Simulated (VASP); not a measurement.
Band structure of MoSeS (space group P-3m1). All values below come from modified Becke-Johnson potential (mBJ), VASP's PBE PAW potentials (set 64) (plane waves; VASP).

mBJ is a potential without an energy functional, so only the levels count. Without a dispersion term in the relaxation, distances and binding between the weakly bound layers, chains or molecules are unreliable, and so is what depends on them.

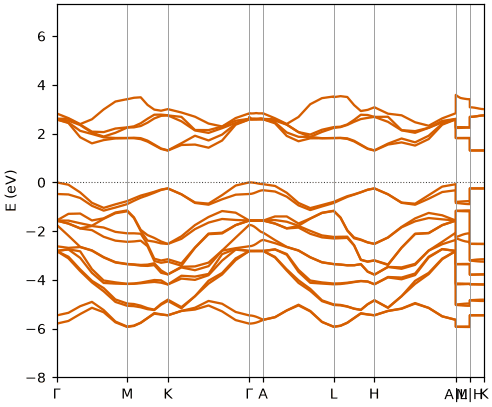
Figure. Bands along high-symmetry lines, zero at the valence-band maximum or, without a gap, the Fermi level

Question: Read the plot: is there a gap, and where are the band edges?

Answer: The gap is indirect, 1.30 eV, from the valence maximum at Γ to the conduction minimum at K.

The structure comes from a computed database's MoSeS entry (P-3m1); how it stands against other phases isn't given here. It was relaxed first. The cell's shape comes from a PBE relaxation.
